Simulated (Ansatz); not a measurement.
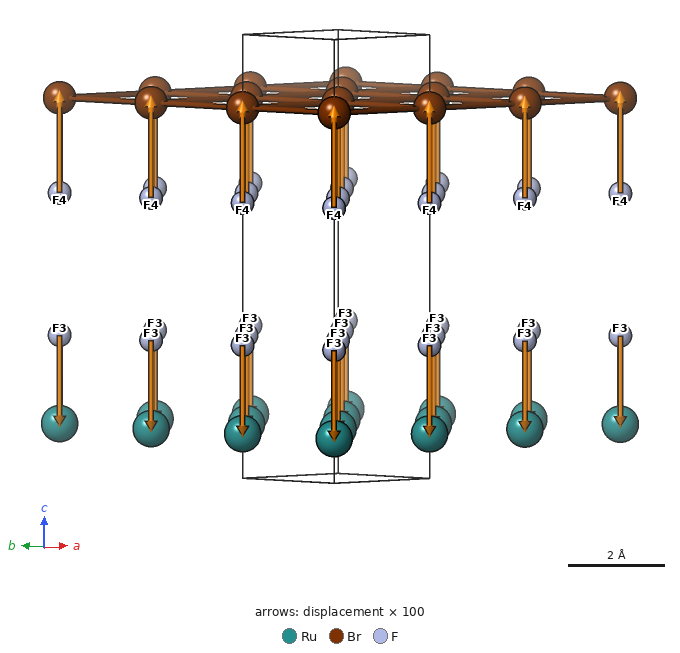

This is a relaxation of crystalline RuBrF2 (a generated structure, set up in P4mm). The starting structure is drawn; orange arrows show the displacements (the part carried along by the change of the cell is left out), 100 times their true length.

Style: ball-and-stick. Shown: the cell of the calculation, repeated 3 × 3 × 1 with one cell outlined, from a free direction.

Computed with Ansatz 0.2.0, DFT PBE, scalar-relativistic, plane waves, PAW. Set-up: plane-wave cutoff 420 eV; k-point mesh 16 × 16 × 6; occupations gaussian; smearing width 0.1 eV; collinear spin; cell and atoms relaxed; force threshold 0.01 eV/Å; at most 80 steps.

Which element moves most?

Fluorine: up to 0.022 Å, against 0.001 Å for bromine.

What happened in the run?

Over 4 accepted moves (6 points after the start) the energy falls by 0.5 meV per atom. Largest force component: 0.053 eV/Å at the start, 0.0074 eV/Å at the end. The pressure goes from 0.01 to 0.02 GPa. The line search rejected the trial step at point 2 of the run. At 1 point the geometry stayed and the basis and grid were re-selected for the new cell (energy shift of less than 0.05 meV per atom at most each time). The largest move relative to the cell is that of an F atom, 0.022 Å along +c. By element the largest moves are F 0.022 Å, Br 0.001 Å, Ru 0.001 Å. The drawn cell changes at constant volume: a = b 2.761 → 2.747 Å (−0.5 %), c 9.278 → 9.373 Å (+1.0 %). Among the contacts that change: Br–Ru 2.463 → 2.489 Å, Br–Br 2.761 → 2.747 Å, Ru–Ru 2.761 → 2.747 Å. The space group stays P4mm (No. 99). The program noted that the starting moments weren't kept.
